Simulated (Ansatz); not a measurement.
CH₄ClSi: several calculations on one system

### Relaxation

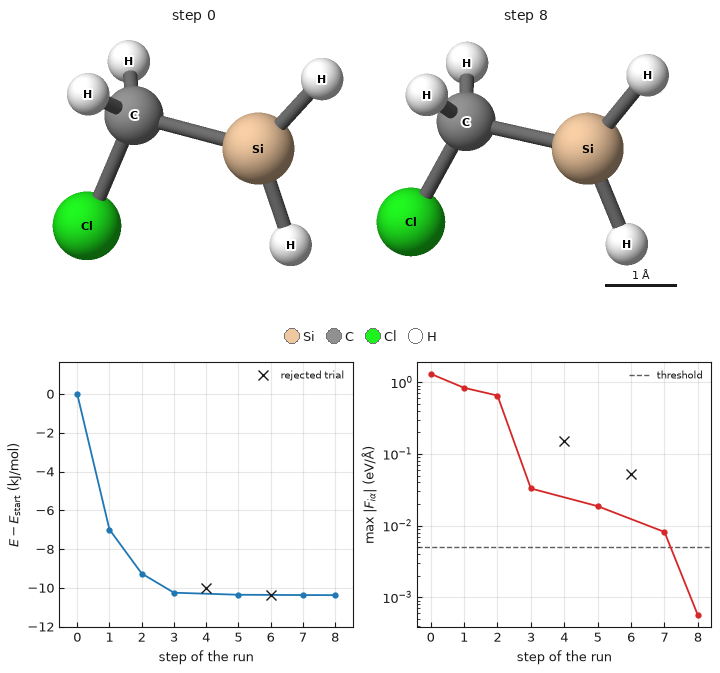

First and last geometry of a relaxation of CH4ClSi (charge +1), with the history of the run. A ball-and-stick model, seen at a tilt.

Method: RKS PBE0-D4/def2-TZVP in Ansatz. (force threshold 0.005 eV/Å; at most 200 steps)

**Read the history and describe the run.**

It converged. The largest move after the best rigid fit is that of the Cl atom, 0.13 Å. By element the largest moves are Cl 0.13 Å, H 0.11 Å, C 0.09 Å, Si 0.04 Å. Some distances before and after: C–Cl 1.829 → 1.757 Å, C–Si 1.887 → 1.831 Å, H–Si 1.456 → 1.473 Å, C–H 1.093 → 1.100 Å. Among the angles between lasting bonds that change: Si–C–Cl 103.1° → 110.7°, Si–C–H 114.8° → 109.1°, Cl–C–H 107.8° → 111.0°. Over 6 accepted moves (8 points after the start) the energy falls by 10.4 kJ/mol. Largest force component: 1.3 eV/Å at the start, 0.00056 eV/Å at the end. The line search rejected the trial steps at points 4, 6 of the run.

```json
{"step": "0", "E − E(0), kJ/mol": "0.00", "largest force component, eV/Å": "1.3150", "note": ""}
{"step": "1", "E − E(0), kJ/mol": "-6.99", "largest force component, eV/Å": "0.8386", "note": ""}
{"step": "2", "E − E(0), kJ/mol": "-9.26", "largest force component, eV/Å": "0.6545", "note": ""}
{"step": "3", "E − E(0), kJ/mol": "-10.25", "largest force component, eV/Å": "0.0330", "note": ""}
{"step": "4", "E − E(0), kJ/mol": "-10.02", "largest force component, eV/Å": "0.1516", "note": "rejected"}
{"step": "5", "E − E(0), kJ/mol": "-10.35", "largest force component, eV/Å": "0.0187", "note": ""}
{"step": "6", "E − E(0), kJ/mol": "-10.35", "largest force component, eV/Å": "0.0531", "note": "rejected"}
{"step": "7", "E − E(0), kJ/mol": "-10.37", "largest force component, eV/Å": "0.0082", "note": ""}
{"step": "8", "E − E(0), kJ/mol": "-10.37", "largest force component, eV/Å": "0.0006", "note": ""}
```

### Scan

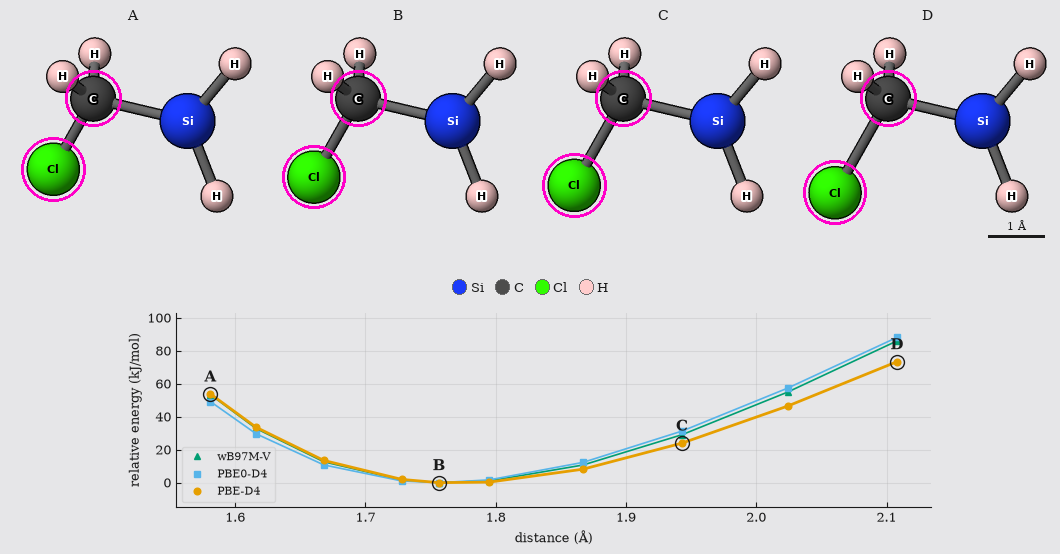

A scan of CH4ClSi (charge +1): the C–Cl bond length is varied, with the rest of the molecule carried along rigidly. The lettered frames are marked on the plot, at the values of PBE-D4. The picture is a ball-and-stick view, seen face on, with a slight tilt. The ringed atoms are those of the scanned coordinate.

Levels of theory: PBE-D4, PBE0-D4, wB97M-V (def2-TZVPP, Ansatz), on geometries moved rigidly from the minimum at PBE0-D4/def2-TZVP. Energies are counted from the PBE0-D4/def2-TZVP minimum geometry at the same level.

> Read off the main features of the energy profile.

With PBE-D4: of the computed points the lowest is at the distance 1.757 Å, 0.0 kJ/mol. At the ends of the scan the energy is 53.8 kJ/mol (1.581 Å) and 73.4 kJ/mol (2.108 Å). The curvature at the lowest point is about 24 eV/Å² (3.9 mdyn/Å). The well is steeper on the short side, as for any bond. At 2.108 Å the levels give PBE-D4 73.4 kJ/mol, wB97M-V 86.0 kJ/mol, PBE0-D4 88.1 kJ/mol.

The computed points:

Energies in kJ/mol.

| distance (Å) | PBE-D4 | PBE0-D4 | wB97M-V |
| --- | --- | --- | --- |
| 1.581 | 53.8 | 49.2 | 53.4 |
| 1.616 | 33.6 | 29.6 | 32.9 |
| 1.668 | 13.5 | 10.8 | 12.6 |
| 1.728 | 1.9 | 1.0 | 1.6 |
| 1.757 | 0.0 | 0.0 | 0.0 |
| 1.795 | 0.3 | 1.7 | 1.0 |
| 1.867 | 8.2 | 12.3 | 10.7 |
| 1.943 | 24.0 | 31.3 | 29.1 |
| 2.024 | 46.4 | 57.3 | 54.9 |
| 2.108 | 73.4 | 88.1 | 86.0 |

### Scan

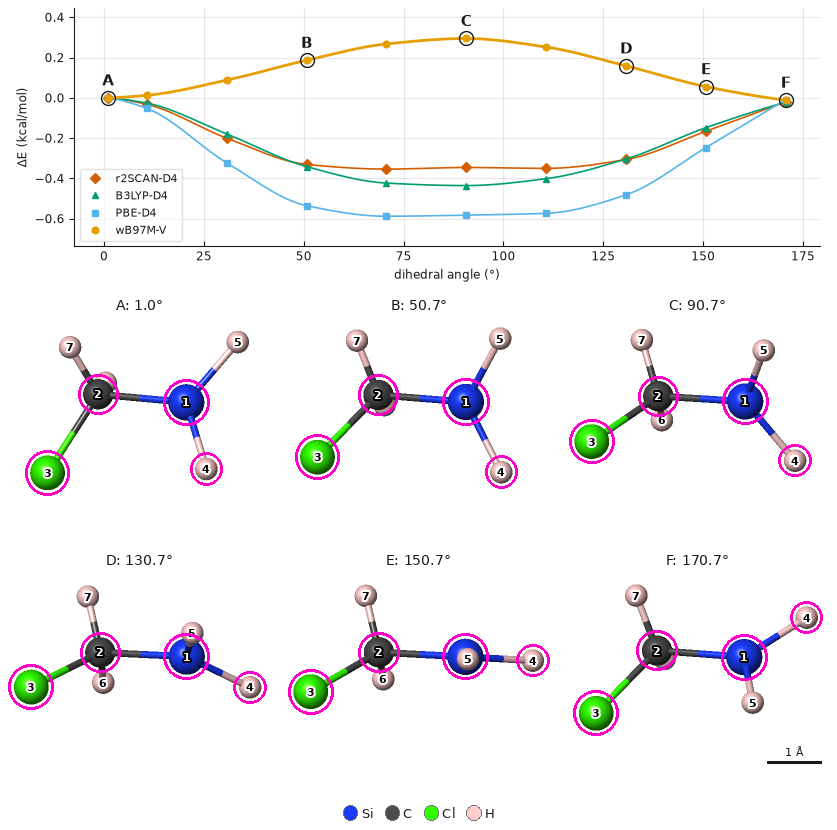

Energy scan for CH$_{4}$ClSi (charge +1), in which the H4–Si1–C2–Cl3 dihedral angle is varied, with all other coordinates relaxed. The lettered frames are marked on the plot, at the values of wB97M-V. The picture is a ball-and-stick view, seen face on, with a slight tilt. The ringed atoms are those of the scanned coordinate.

Levels of theory: wB97M-V, PBE-D4, B3LYP-D4, r2SCAN-D4 (def2-TZVPP, Ansatz), on geometries relaxed under the constraint at PBE0-D4/def2-TZVP. Energies are counted from the PBE0-D4/def2-TZVP minimum geometry at the same level.

Question: Read off the main features of the energy profile.

Answer: With wB97M-V: of the computed points the lowest is at the dihedral 170.7°, −0.01 kcal/mol. A local maximum lies at 90.7° (0.29 kcal/mol). The highest point, at 90.7°, lies 0.31 kcal/mol above the lowest and gives the barrier to rotation to within the spacing of the points. At 90.7° the levels give PBE-D4 −0.58 kcal/mol, B3LYP-D4 −0.44 kcal/mol, r2SCAN-D4 −0.35 kcal/mol, wB97M-V 0.29 kcal/mol.
